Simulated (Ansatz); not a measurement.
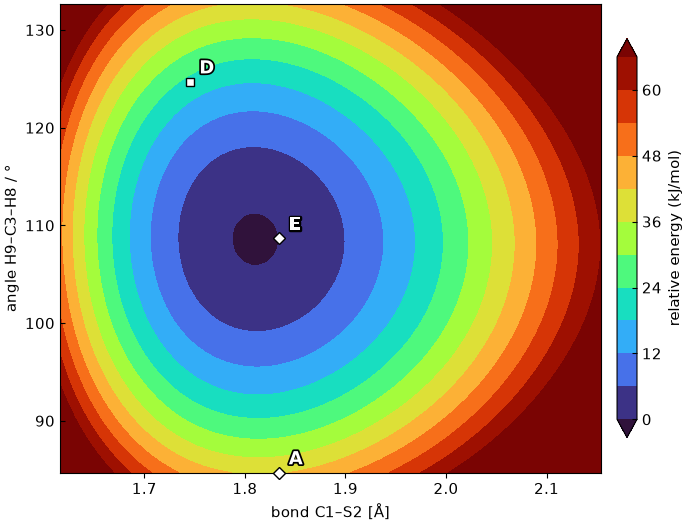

C2H6S, SMILES CSC. Two internal coordinates are moved rigidly from the geometry relaxed at PBE0-D4/def2-TZVP, all others fixed. Coordinates scanned: (1) bond C1–S2; (2) angle H9–C3–H8. The grid has 7 × 7 points. All energies are given in kJ/mol relative to the lowest grid point. These are results of RKS PBE-D4/def2-TZVPP in Ansatz, not measurements.

In the figure: filled contours, one colour for all values above the top of the scale, lettered points. Between grid points the surface is interpolated.

### What kind of point is each of D, E: minimum, saddle, maximum or slope?

D: on a slope; E: minimum. (In these two coordinates alone; a stationary point may lie a little off the grid point.)

### Rank the lettered points by energy, lowest first.

E (0 kJ/mol), D (22 kJ/mol), A (42 kJ/mol).
